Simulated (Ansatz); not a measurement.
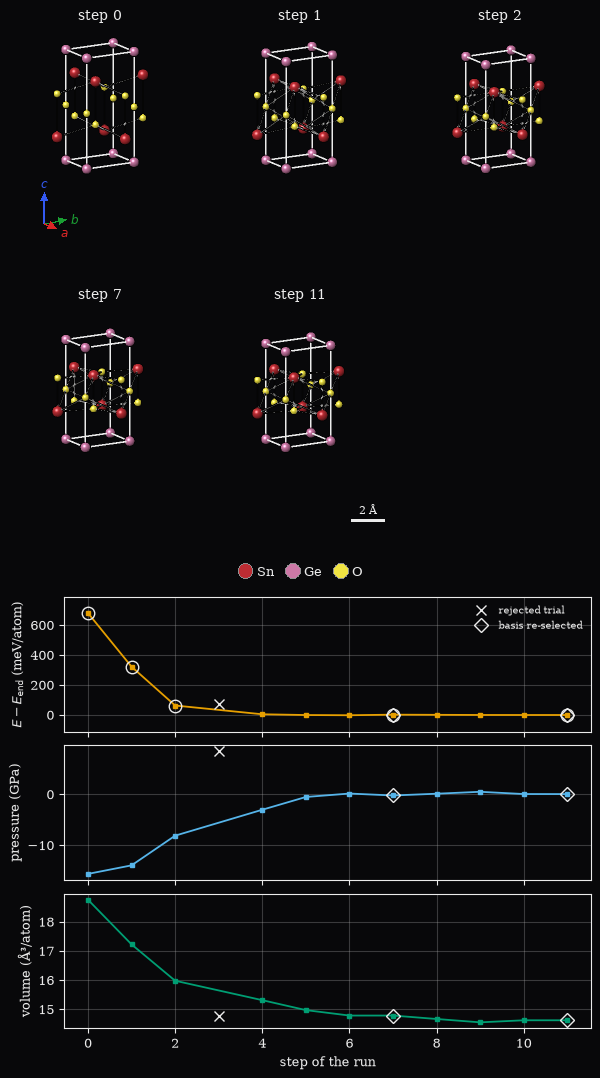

Frames of a relaxation of a crystal of Sn₂GeO₃ (a generated structure, set up in P-3m1) (coarse preliminary run), marked on the history of the run. A ball-and-stick model of the cell of the calculation, seen slightly off an axis.

Computed with DFT PBE, scalar-relativistic, plane waves, PAW in Ansatz. Settings: plane-wave cutoff 420 eV; k-point mesh 6 × 6 × 4; occupations gaussian; smearing width 0.1 eV; no spin polarisation; cell and atoms relaxed; force threshold 0.04 eV/Å; at most 70 steps.

Q: What happens along the run?

A: The energy falls by 681 meV per atom in 8 accepted moves (11 points after the start). The largest force component goes from 3.2 to 0.007 eV/Å. The pressure goes from −15.61 to 0.06 GPa. The line search rejected the trial step at point 3 of the run. The SCF was repeated twice at an unchanged geometry on a basis and grid sized afresh for the cell, which shifted the energy by 3.8 meV per atom at most. The largest moves relative to the cell, 0.39 Å, are those of Sn atoms. Largest moves by element: Sn 0.39 Å, O 0.13 Å. Ge stays in place. The volume changes by −22.0 %, with a = b 4.331 → 4.112 Å (−5.1 %), c 6.927 → 5.993 Å (−13.5 %). Near-neighbour distances that change, for instance: O–Sn 2.710 → 2.083 Å, O–Sn 3.020 → 2.605 Å, O–Sn 2.591 → 2.375 Å. The space group stays P-3m1 (No. 164). From step 0 to 1: Sn atoms move most (0.19 Å), volume −8.2 %, energy −358 meV per atom. From step 1 to 2: Sn atoms move most (0.18 Å), volume −7.2 %, energy −259 meV per atom. From step 2 to 7: Sn atoms move most (0.08 Å), volume −7.5 %, energy −61.2 meV per atom. From step 7 to 11: O atoms move most (0.03 Å), volume −1.1 %, energy −2.2 meV per atom.

```json
{"step": "0", "E − E(0), meV/atom": "0.00", "largest force component, eV/Å": "3.1859", "pressure, GPa": "-15.61", "volume, Å³/atom": "18.758", "note": ""}
{"step": "1", "E − E(0), meV/atom": "-358.20", "largest force component, eV/Å": "3.0810", "pressure, GPa": "-13.93", "volume, Å³/atom": "17.228", "note": ""}
{"step": "2", "E − E(0), meV/atom": "-617.21", "largest force component, eV/Å": "1.7768", "pressure, GPa": "-8.10", "volume, Å³/atom": "15.981", "note": ""}
{"step": "3", "E − E(0), meV/atom": "-609.54", "largest force component, eV/Å": "3.2238", "pressure, GPa": "8.46", "volume, Å³/atom": "14.778", "note": "rejected"}
{"step": "4", "E − E(0), meV/atom": "-675.74", "largest force component, eV/Å": "0.3236", "pressure, GPa": "-3.01", "volume, Å³/atom": "15.315", "note": ""}
{"step": "5", "E − E(0), meV/atom": "-680.83", "largest force component, eV/Å": "0.1176", "pressure, GPa": "-0.51", "volume, Å³/atom": "14.974", "note": ""}
{"step": "6", "E − E(0), meV/atom": "-682.21", "largest force component, eV/Å": "0.0162", "pressure, GPa": "0.17", "volume, Å³/atom": "14.787", "note": ""}
{"step": "7", "E − E(0), meV/atom": "-678.45", "largest force component, eV/Å": "0.0159", "pressure, GPa": "-0.21", "volume, Å³/atom": "14.787", "note": "same geometry, new basis"}
{"step": "8", "E − E(0), meV/atom": "-679.49", "largest force component, eV/Å": "0.0490", "pressure, GPa": "0.13", "volume, Å³/atom": "14.669", "note": ""}
{"step": "9", "E − E(0), meV/atom": "-680.40", "largest force component, eV/Å": "0.0559", "pressure, GPa": "0.51", "volume, Å³/atom": "14.554", "note": ""}
{"step": "10", "E − E(0), meV/atom": "-680.61", "largest force component, eV/Å": "0.0089", "pressure, GPa": "0.07", "volume, Å³/atom": "14.625", "note": ""}
{"step": "11", "E − E(0), meV/atom": "-680.61", "largest force component, eV/Å": "0.0070", "pressure, GPa": "0.06", "volume, Å³/atom": "14.625", "note": "same geometry, new basis"}
```
